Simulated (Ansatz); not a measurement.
# Pressure series in MgSe

The reference is MgSe in the rock salt structure (space group Fm-3m, No. 225; a = 5.450 Å).

Cell and atoms are relaxed at each pressure.

Calculations: PBEsol (Ansatz, a quantum-chemistry and plane-wave program, PAW, no spin-orbit coupling).

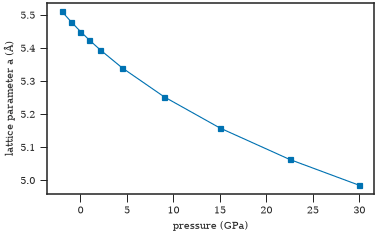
Figure. Lattice parameter a against pressure

```json
[
 {"pressure (GPa)": "-2", "lattice parameter a": "5.510 Å"},
 {"pressure (GPa)": "-1", "lattice parameter a": "5.479 Å"},
 {"pressure (GPa)": "0.9", "lattice parameter a": "5.425 Å"},
 {"pressure (GPa)": "2.1", "lattice parameter a": "5.395 Å"},
 {"pressure (GPa)": "4.5", "lattice parameter a": "5.339 Å"},
 {"pressure (GPa)": "9", "lattice parameter a": "5.252 Å"},
 {"pressure (GPa)": "15", "lattice parameter a": "5.158 Å"},
 {"pressure (GPa)": "22.5", "lattice parameter a": "5.063 Å"},
 {"pressure (GPa)": "30", "lattice parameter a": "4.985 Å"}
]
```

Load acts through the strain it causes; cell and atoms are relaxed under it. Stability against distortions was not tested. Competing high-pressure phases were not computed.
